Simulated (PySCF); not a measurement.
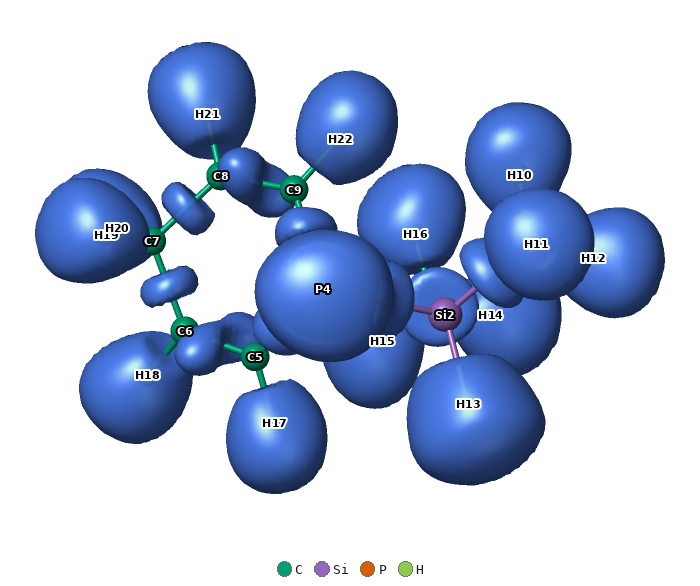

Figure. C7H13PSi (SMILES C[SiH](C)P1C=CCC=C1). Isosurface of the ELF at 0.8 (blue), seen at a tilt. Only the valence region is drawn (cores and ρ < 0.01 e/Å³ removed).

Geometry: GFN2-xTB.

Computed with PySCF, PBE0/pcSseg-1, SCF density, gas phase, non-relativistic.

```csv
atom,x (Å),y (Å),z (Å)
C,-2.8186,1.1551,-0.8862
Si,-1.6760,-0.3316,-0.5605
C,-1.7302,-0.8005,1.2894
P,0.4109,0.1913,-1.2703
C,1.2338,-1.2809,-0.6312
C,2.2679,-1.2569,0.1987
C,2.9017,-0.0105,0.7394
C,1.9460,1.1402,0.8392
C,0.8816,1.3095,0.0663
H,-2.5805,1.9940,-0.2390
H,-2.7342,1.4954,-1.9132
H,-3.8543,0.8853,-0.7089
H,-2.1047,-1.4819,-1.3784
H,-2.7284,-1.0869,1.6065
H,-1.0620,-1.6326,1.4921
H,-1.4085,0.0326,1.9094
H,0.8434,-2.2207,-1.0004
H,2.7109,-2.1866,0.5354
H,3.7398,0.2765,0.0894
H,3.3278,-0.2172,1.7258
H,2.1730,1.8643,1.6125
H,0.2504,2.1815,0.1810
```

Question: What do the ELF domains correspond to?

Answer: At this value the surface marks out four regions between bonded C–C atoms (shared pairs), two regions between bonded C–P atoms (shared pairs), two regions between bonded C–Si atoms (shared pairs), 13 regions around hydrogen nuclei and one region on P in which the atom's valence shell and bonds are merged.

Values along the shortest contacts:
C–C (1.33 Å): the ELF peaks at about 0.90 between the atoms: a multiple bond. C–P (1.80 Å): the ELF peaks at about 0.95 between the atoms: localised, covalent bonding.
